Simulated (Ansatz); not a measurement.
## Ligand exchange: C2H8InN + C2H6MgO → C2H7InO + C2H7MgN

Species: C2H8InN `C[CH2][InH][NH2]`, singlet; C2H6MgO `C[CH2][Mg][OH]`, singlet; C2H7InO `C[CH2][InH][OH]`, singlet; C2H7MgN `C[CH2][Mg][NH2]`, singlet. The partners trade NH2 for OH: In–NH2 and Mg–OH bonds give way to In–OH and Mg–NH2.

Shapes, held fixed at every level: PBE0-D4/def2-TZVP. Flexible molecules stand in one conformer, not always the lowest. Programs: Ansatz 0.2.0. The zero-point and thermal change to 298 K, harmonic and unscaled (PBE0-D4/def2-TZVP), is -0.6 kJ/mol.

```tsv
level	kind	ΔH(298 K) (kJ/mol)	less CCSD(T)/def2-TZVPP	CPU time (sum over the molecules)
HF/def2-TZVPP	Hartree–Fock	+46.9	+2.2	–
PBE-D4/def2-TZVPP	GGA	+39.1	-5.6	24 s
B3LYP-D4/def2-TZVPP	global hybrid	+44.3	-0.4	42 s
BHLYP-D4/def2-TZVPP	global hybrid	+48.8	+4.1	27 s
B2PLYP/def2-TZVPP	double hybrid	+43.6	-1.1	51 s
CCSD/def2-TZVPP	coupled cluster or CI	+46.1	+1.4	–
CCSD(T)/def2-TZVPP	coupled cluster or CI	+44.7	0.0	22 min
```

The highest level, CCSD(T)/def2-TZVPP, gives ΔH(298 K) = +44.7 kJ/mol; the levels span +39.1 to +48.8. The column of differences is taken from that level and isn't an error. No measured value is set beside it here. For atoms past krypton def2 sets carry core potentials with scalar relativity. Outer-core shells of In, Mg are correlated in most correlated rows, in sets that cover them unevenly. Times are processor times on shared x86 and Arm servers, and rough.

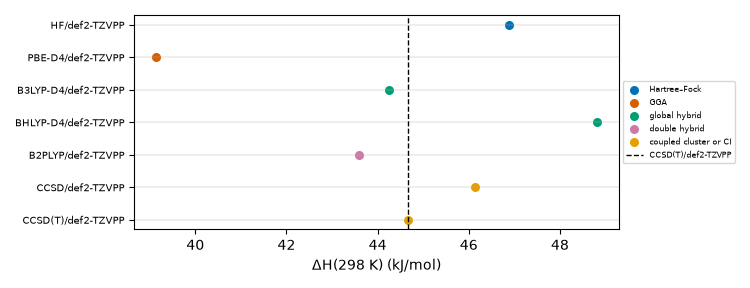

The values of the table, level by level.
